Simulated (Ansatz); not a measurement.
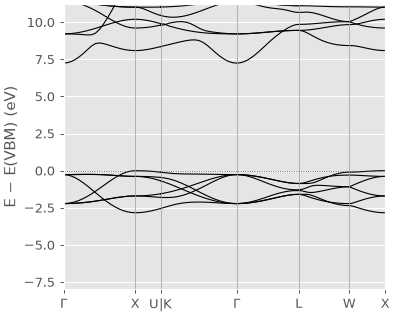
*Band structure from the program Ansatz at the PBEsol level (PAW)*

**Question.** Read off the gap and where the band edges lie.

**Answer.** About 7.2 eV (7.25 eV by a search for the band edges); maximum at X, minimum at Γ.

**Question.** Which compound is it?
(A) CaF2, fluorite
(B) LiF, rock salt
(C) LiF, zinc blende

**Answer.** A, CaF2, fluorite

Space group Fm-3m (fluorite). Symmetry was held in the PBEsol relaxation.

Potentials: the earlier of the program's two PAW sets. The files were generated under PBE; for other functionals the program regenerates the frozen cores, and for LDA and PBEsol the local potential too.
